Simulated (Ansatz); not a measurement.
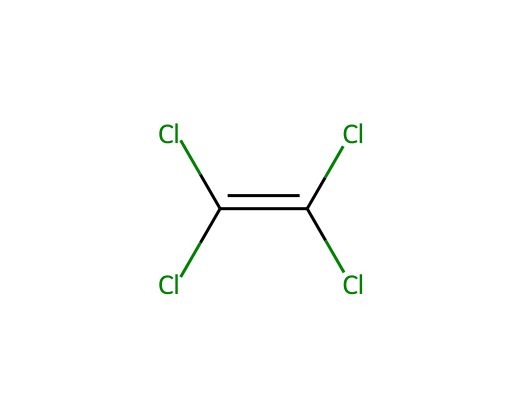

A structural formula.

> Give its SMILES.

ClC(Cl)=C(Cl)Cl

> Give the formula, hydrogens included.

C2Cl4.

> An optimisation with PBE0-D4/def2-TZVP gave a structure of which point group?

D2h.

More results for the same structure follow; atom numbers are the same in all pictures, views and colours differ. The geometry was computed by an optimisation with PBE0-D4/def2-TZVP.

Thermal motion

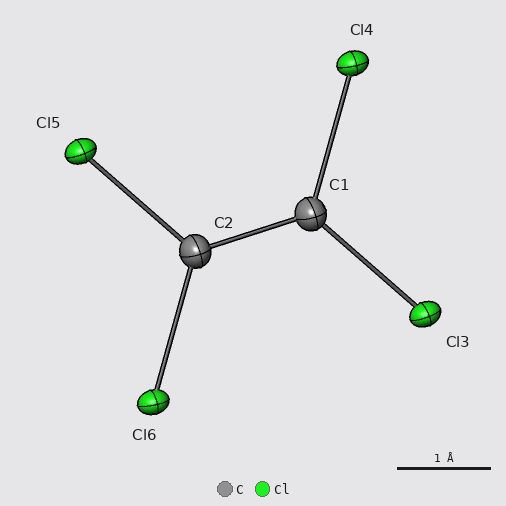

Displacement ellipsoids at the 50 % level, enlarged 3 times, from the internal vibrations of the free molecule (harmonic, no overall translation or rotation; no half-axis is drawn under 0.075 Å). Vibrations computed with RKS PBE0-D4/def2-TZVP (Ansatz 0.2.0). Temperature: 100 K.

> Which atom has the largest mean-square displacement?

C1, C2, with U_eq = 0.0021 Å².

Give the displacement parameters, one line for each set of equivalent atoms.

```
              atom  U_eq (Å²)   rms amplitudes (Å)
            C1, C2     0.0021  0.037, 0.040, 0.057
Cl3, Cl4, Cl5, Cl6     0.0014  0.029, 0.038, 0.044
```

Electronic properties

Level of theory: RKS SPW92 (LDA)/def2-TZVPP (Ansatz 0.2.0).

Computed properties:

- HOMO energy (Kohn–Sham orbital): −6.27 eV
- LUMO energy (Kohn–Sham orbital): −2.13 eV
- HOMO–LUMO gap: 4.14 eV

Charges

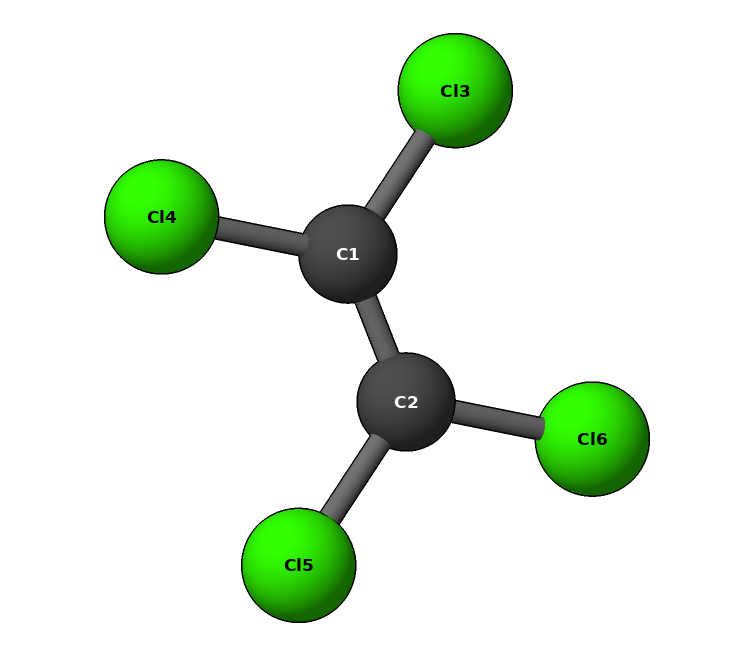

The questions are on Mulliken charges. Properties computed with RKS PBE-D4/def2-TZVPP (Ansatz 0.2.0).

Give the Mulliken charges atom by atom.

```
atom  value (e)
  C1       0.05
  C2       0.05
 Cl3      −0.02
 Cl4      −0.02
 Cl5      −0.02
 Cl6      −0.02
```

Mulliken values depend strongly on the basis set and can even reverse the polarity of a bond.
